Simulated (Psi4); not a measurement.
# [CF3]+ (SMILES F[C+](F)F) at wB97X-D/def2-QZVPPD (density fitting, sweep point 7)

What is the energy change on altering one bond length of [CF3]+ at wB97X-D/def2-QZVPPD (density fitting, sweep point 7)? 

The results are computed with Psi4 1.11.

## Step 1: The system as given

[CF3]+ has 4 atoms, charge +1, and is taken as a singlet. SMILES: `F[C+](F)F`. The shape is that of a PBE0-D4/def2-TZVP optimisation.

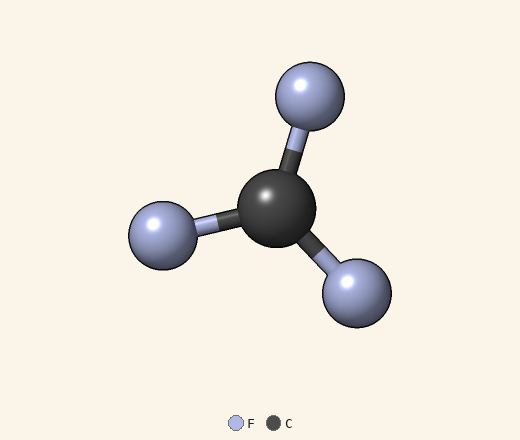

Viewed from a chosen angle; fluorine light blue, carbon dark grey.

## Step 2: The energy at wB97X-D/def2-QZVPPD (density fitting, sweep point 7)

File job.dat:

```
memory 1.6 GB

molecule mol {
  1 1
  F      0.698600    -0.114600     1.005400
  C      0.000000     0.000000     0.000000
  F     -0.609500    -0.973400    -0.439400
  F     -0.089000     1.088000    -0.566000
  symmetry c1
}

set reference rks
set puream true
set scf_type df
set dft_radial_points 99
set dft_spherical_points 590

e = energy("wb97x-d/def2-QZVPPD")
```

Started as:

```
$ psi4 -n 1 job.dat job.out
```

job.out:

```text
[...]
  Running in c1 symmetry.
[...]
  Nuclear repulsion =  130.092792016670501
[...]
  Multiplicity = 1
[...]
  Nalpha       = 16
  Nbeta        = 16
[...]
    Number of basis functions: 261
[...]
   @DF-RKS iter   1:  -337.22054257156947    4.25083e-01   1.96784e-03 DIIS/ADIIS
[...]
   @DF-RKS iter   6:  -337.31226940148110   -2.51760e-07   4.75572e-07 DIIS
[...]
    Orbital Energies [Eh]
    ---------------------
    Doubly Occupied:
       1A    -25.237187     2A    -25.237184     3A    -25.237169
       4A    -10.955074     5A     -1.842966     6A     -1.751265
       7A     -1.751260     8A     -1.151733     9A     -1.083309
      10A     -1.083305    11A     -1.046467    12A     -0.926082
      13A     -0.926074    14A     -0.910651    15A     -0.910648
      16A     -0.873561
[...]
  @DF-RKS Final Energy:  -337.31226940148110
   => Energetics <=
    Nuclear Repulsion Energy =            130.0927920166705007
    One-Electron Energy =                -715.2330090158427538
    Two-Electron Energy =                 273.7075753105071385
    DFT Exchange-Correlation Energy =     -25.8794685394856501
    Empirical Dispersion Energy =          -0.0001591733303658
    VV10 Nonlocal Energy =                  0.0000000000000000
    Total Energy =                       -337.3122694014811032
[...]
 Multipole Moments:
 ------------------------------------------------------------------------------------
     Multipole            Electronic (a.u.)      Nuclear  (a.u.)        Total (a.u.)
 ------------------------------------------------------------------------------------
 L = 1.  Multiply by 2.5417464519 to convert [e a0] to [Debye]
 Dipole X            :         -0.0000269           -0.0000164           -0.0000433
 Dipole Y            :          0.0000160            0.0000000            0.0000160
 Dipole Z            :          0.0000044            0.0000000            0.0000044
 Magnitude           :                                                    0.0000464
[...]
```

Wall time 20 s (1 thread of Intel Xeon Platinum 8488C (Sapphire Rapids), shared host); peak memory 1.2 GiB.

## Step 3: The distorted shape at the same level

File cf3.dat:

```
memory 1600 mb

molecule {
  1 1
  F      1.047926    -0.171904     1.508138
  C      0.000000     0.000000     0.000000
  F     -0.609500    -0.973400    -0.439400
  F     -0.089000     1.088000    -0.566000
  units angstrom
  symmetry c1
}

set {
  basis                def2-QZVPPD
  reference            rks
  puream               true
  scf_type             df
  dft_radial_points    99
  dft_spherical_points 590
}

energy('wb97x-d')
```

Started as:

```
$ psi4 -i cf3.dat -o cf3.out -n 1
```

cf3.out:

```text
[...]
  Running in c1 symmetry.
[...]
  Nuclear repulsion =  114.082768816905656
[...]
  Multiplicity = 1
[...]
  Nalpha       = 16
  Nbeta        = 16
[...]
    Number of basis functions: 261
[...]
   @DF-RKS iter   1:  -336.93922836821264    9.74482e-02   2.58076e-03 ADIIS/DIIS
[...]
   @DF-RKS iter  10:  -337.16219238341171   -3.40241e-08   9.39993e-08 DIIS
[...]
    Orbital Energies [Eh]
    ---------------------
    Doubly Occupied:
       1A    -25.282989     2A    -25.282969     3A    -25.140297
       4A    -10.981099     5A     -1.846465     6A     -1.781316
       7A     -1.537046     8A     -1.171375     9A     -1.092072
      10A     -1.038790    11A     -1.037070    12A     -0.941857
      13A     -0.926926    14A     -0.842254    15A     -0.784425
      16A     -0.782761
[...]
  @DF-RKS Final Energy:  -337.16219238341171
   => Energetics <=
    Nuclear Repulsion Energy =            114.0827688169056557
    One-Electron Energy =                -683.9486497689392763
    Two-Electron Energy =                 258.3829957158871480
    DFT Exchange-Correlation Energy =     -25.6789083563702185
    Empirical Dispersion Energy =          -0.0003987908949689
    VV10 Nonlocal Energy =                  0.0000000000000000
    Total Energy =                       -337.1621923834117069
[...]
 Multipole Moments:
 ------------------------------------------------------------------------------------
     Multipole            Electronic (a.u.)      Nuclear  (a.u.)        Total (a.u.)
 ------------------------------------------------------------------------------------
 L = 1.  Multiply by 2.5417464519 to convert [e a0] to [Debye]
 Dipole X            :         -0.4035045           -0.0573314           -0.4608359
 Dipole Y            :          0.0662004            0.0094020            0.0756024
 Dipole Z            :         -0.5806901           -0.0824857           -0.6631758
 Magnitude           :                                                    0.8111027
[...]
```

Wall time 29 s (1 thread of Intel Xeon Platinum 8488C (Sapphire Rapids), shared host); peak memory 1.3 GiB.

## Step 4: What came out

At wB97X-D/def2-QZVPPD (density fitting, sweep point 7):

| quantity | value |
| --- | --- |
| first shape: total energy | -337.31227 Eh |
| first shape: HOMO energy | -23.77 eV |
| first shape: LUMO energy | -8.36 eV |
| first shape: HOMO–LUMO gap | 15.41 eV |
| first shape: dispersion energy | -0.42 kJ/mol |
| distorted shape: total energy | -337.16219 Eh |
| distorted shape: HOMO energy | -21.30 eV |
| distorted shape: LUMO energy | -10.78 eV |
| distorted shape: HOMO–LUMO gap | 10.52 eV |
| distorted shape: dispersion energy | -1.05 kJ/mol |
| energy change with the F1–C2 bond stretched from 1.230 to 1.844 Å | 4.084 eV |

**Reading.** With the F1–C2 bond stretched from 1.230 to 1.844 Å the energy rises by 4.08 eV (94 kcal/mol). The first shape isn't relaxed at this level, so the change isn't measured from a minimum.
